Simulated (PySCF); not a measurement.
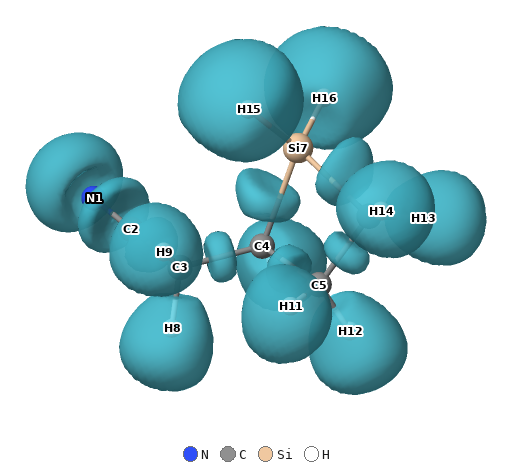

C₅H₉NSi. Isosurface of the electron localisation function at 0.8 (cyan), seen at a tilt. Core shells and regions of very low density are left out.

Geometry: GFN2-xTB.

Method: PySCF, PBE0/pcSseg-1, SCF density, gas phase, non-relativistic.

Input

```
{"job": {"kind": "nmr", "xc": "PBE0", "basis": "pcSseg-1"}, "charge": 0, "multiplicity": 1}
N     -2.658234     1.307847     2.165149
C     -2.242132     0.781357     1.238973
C     -1.685833     0.143900     0.076917
C     -0.209239     0.513083    -0.079097
C      0.474281    -0.134493    -1.302897
C      1.785829    -0.611430    -0.646268
Si     1.090125    -0.269817     1.103701
H     -2.257909     0.464684    -0.801326
H     -1.799901    -0.938910     0.184142
H     -0.132937     1.602171    -0.127255
H     -0.107943    -0.980608    -1.667862
H      0.624002     0.553542    -2.134512
H      2.627003     0.023340    -0.916769
H      2.058267    -1.631887    -0.903793
H      0.600273    -1.448254     1.819544
H      1.826749     0.634419     1.979942
```

Command:

```sh
OMP_NUM_THREADS=1 python probes_run.py task.json out
```

### Where are the electrons localised?

The surface consists of four regions between bonded C–C atoms (shared pairs), one region between bonded C–N atoms (shared pairs), two regions between bonded C–Si atoms (shared pairs), nine regions around hydrogen nuclei and one lobe on N, pointing away from the bonds (lone pairs). Along the contacts the grid gives the following. C–N (1.14 Å): the ELF peaks at about 0.85 between the atoms: a multiple bond. C–C (1.44 Å): the ELF peaks at about 0.95 between the atoms (a covalent bond).
